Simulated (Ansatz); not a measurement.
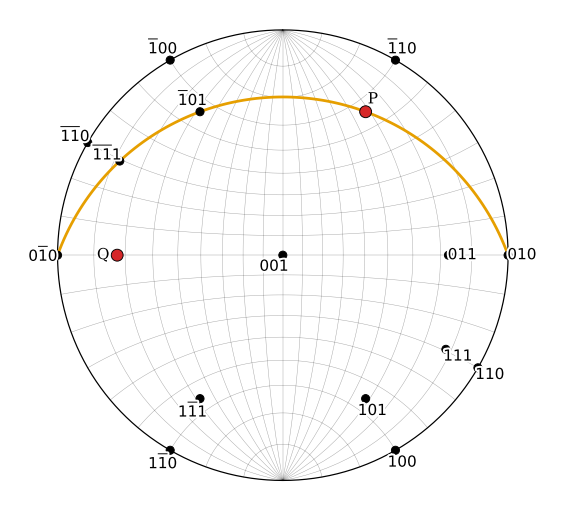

Crystal: BeHgF6, the geometry relaxed (final pressure about 20 GPa) with DFT, PAW plane waves, r2scan (Ansatz); the starting structure was generated, so it need not be a known form of this composition. Stereographic projection of plane normals (upper hemisphere) centred on (0 0 1). The drawing is computed from the coordinates (standard cell, symmetry found to 0.002 Å).

a = 4.492 Å, b = 4.492 Å, c = 12.453 Å, α = 90.00°, β = 90.00°, γ = 120.00°.

### Index the poles marked P, Q.

P is (−1 1 1), in four indices (−1 1 0 1), 72.7° from the centre; Q is (0 −1 1), in four indices (0 −1 1 1), 72.7° from the centre.

### Which zone does the coloured great circle trace?

The zone [1 0 1]: its poles satisfy h + l = 0.

### What is the angle between the normals of (1 1 1) and (0 1 1), and what are their d_hkl = 1/|g|?

30.0°; d = 2.210 Å and 3.713 Å.
